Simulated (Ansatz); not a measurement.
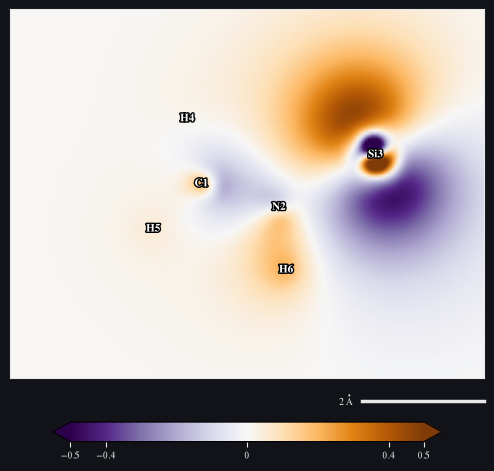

Figure 1: CH3NSi (SMILES [CH2][NH+]=[Si]) (charge +1, doublet). The LUMO (α) on the molecular plane (values in Å⁻³ᐟ²; the overall sign is arbitrary).

Geometry: B3LYP-D3(BJ)/def2-SVP.

Computed with isolated molecule in a Gaussian basis; Kohn-Sham density functional theory, functional PBE0 (Ansatz).

```xyz
6

C     0.4095    0.8683    1.4750
N     0.1041    2.1349    1.6894
Si    0.8024    3.4521    2.7134
H     1.2648    0.4186    1.9878
H    -0.1899    0.2672    0.7863
H    -0.7199    2.4534    1.1541
```

### What is the character of this orbital?

Its weight (Hirshfeld) is mainly on Si3 (about 90 %); it is symmetric in the molecular plane (an in-plane orbital: σ, lone-pair or in-plane π type). Its energy is −8.80 eV.
